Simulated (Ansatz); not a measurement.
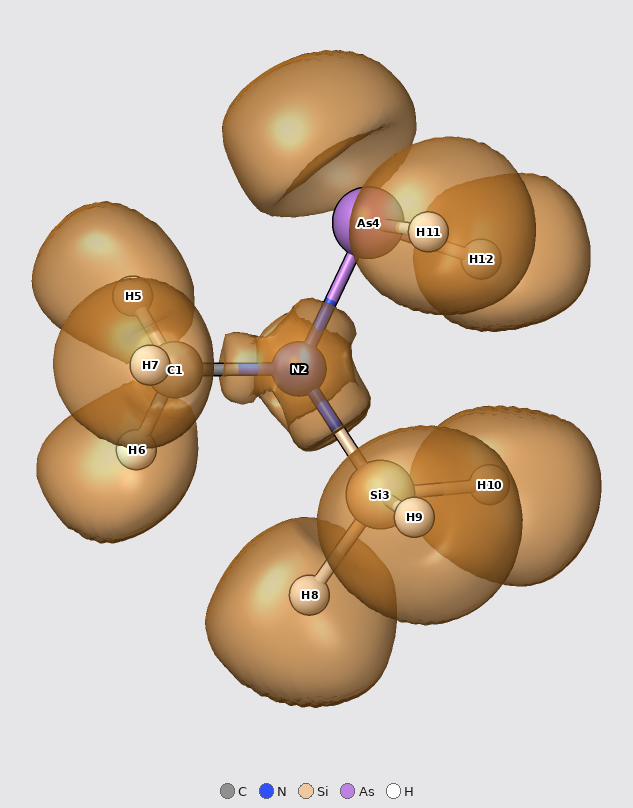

Figure 1: CH8AsNSi. Isosurface of the electron localisation function at 0.75 (orange), seen across its widest extent. Core shells and regions of very low density are left out.

All numbers below come from Ansatz 0.2.0, RKS PBE-D4/def2-SVP.

```xyz
12

C    -0.8274    1.2720   -0.5602
N    -0.3749   -0.0008   -0.0014
Si    1.0549   -0.0631    1.0157
As   -0.9638   -1.5255   -0.9338
H    -1.8938    1.2094   -0.8683
H    -0.7552    2.0708    0.2089
H    -0.2460    1.6165   -1.4500
H     1.0607    1.1724    1.8795
H     2.3619   -0.1057    0.2531
H     0.9833   -1.3013    1.8656
H     0.3510   -1.9141   -1.6788
H    -0.6249   -2.5229    0.1943
```

**What do the ELF domains correspond to?**

The surface consists of eight regions around hydrogen nuclei, one region on N in which the atom's valence shell and bonds are merged and one lobe on As, pointing away from the bonds (lone pairs). Along the contacts the grid gives the following. C–N (1.46 Å): the ELF peaks at about 0.90 between the atoms, as expected for a shared electron pair. Si–N (1.76 Å): the ELF peaks at about 0.90 between the atoms (a shared but strongly polarised pair).
